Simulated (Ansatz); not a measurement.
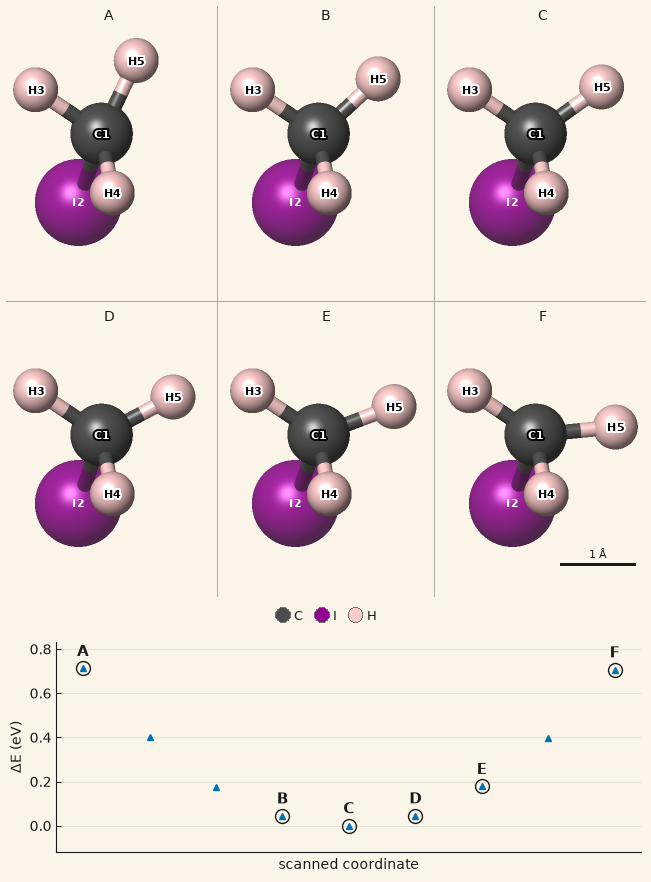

A scan of CH₃I along one coordinate. Style: ball-and-stick. Shown onto the plane of the angle.

Level of theory: CCSD(T) (def2-TZVPP, Ansatz), on geometries moved rigidly from the minimum at PBE0-D4/def2-TZVP. Coupled cluster with a frozen core. Elements past krypton carry the basis set's effective core potentials. Energies are counted from the PBE0-D4/def2-TZVP minimum geometry at the same level.

What is being scanned?

The H5–C1–H3 angle is varied, with the rest of the molecule carried along rigidly. In the frames the angle is 81.2° (A), 103.7° (B), 111.2° (C), 118.7° (D), 126.2° (E), 141.2° (F). Of the computed points the lowest is at the angle 111.2°, 0.000 eV. At the ends of the scan the energy is 0.712 eV (81.2°) and 0.706 eV (141.2°). The curvature at the lowest point is about 5.2 eV/rad².
